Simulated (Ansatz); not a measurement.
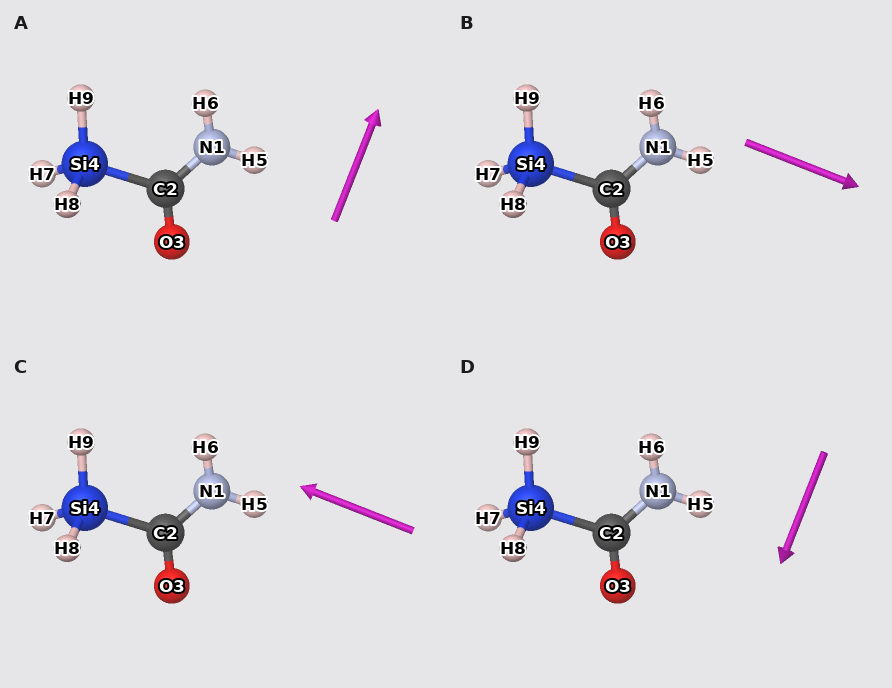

The same molecule four times, each with an arrow. The computed structure is the end point of a PBE-D4/def2-SVP optimisation. No frequency run is at hand to confirm it as a minimum. Method: RKS PBE-D4/def2-SVP (Ansatz 0.2.0).

Question: Which arrow points along the dipole moment, from the negative to the positive end?

Answer: A. The dipole moment is 3.41 D; it points from the side of O3 to the side of H6 (the outermost atoms at the two ends).
